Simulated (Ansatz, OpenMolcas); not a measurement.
# Exact exchange and the vertical ionisation energy of GeSiNH7

GeSiNH7: 10 atoms, total charge 0, spin state singlet. As SMILES, `[SiH3][NH][GeH3]`. The shape is that of a PBE0-D4/def2-TZVP optimisation.

The vertical ionisation energy (to the doublet cation) y, in eV, basis def2-SVP; a is the functional's share of exact exchange. Programs: Ansatz 0.2.0, OpenMolcas 26.06.

| functional | program | a | y (eV) |
| --- | --- | --- | --- |
| TPSS | OpenMolcas | 0 | 8.99 |
| r2SCAN | Ansatz | 0 | 9.04 |
| B3LYP | Ansatz | 0.2 | ? |
| PBE0 | Ansatz | 0.25 | 9.17 |
| BHLYP | Ansatz | 0.5 | 9.20 |

Task: Fit y = c + s·a to the known rows and predict B3LYP.

Result: 
1. Means of the 4 rows: a = 0.1875, y = 9.100.
2. Σ(Δa)² = 0.17188, Σ(Δa·Δy) = 0.0675, so the slope is 0.0675/0.17188 = 0.39272.
3. Intercept: 9.100 − (0.39272) × 0.1875 = 9.026. The largest residual of the fit is 0.045.
4. B3LYP: 9.026 + (0.39272) × 0.2 = 9.10 eV.

The run gave 9.16 eV, so the prediction is off by -0.06 eV, about the largest residual. The rows mix families of semi-local functionals, which the line can't see.

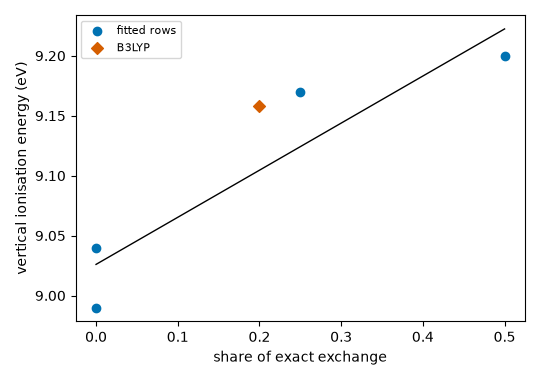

The fitted line, with the withheld row.
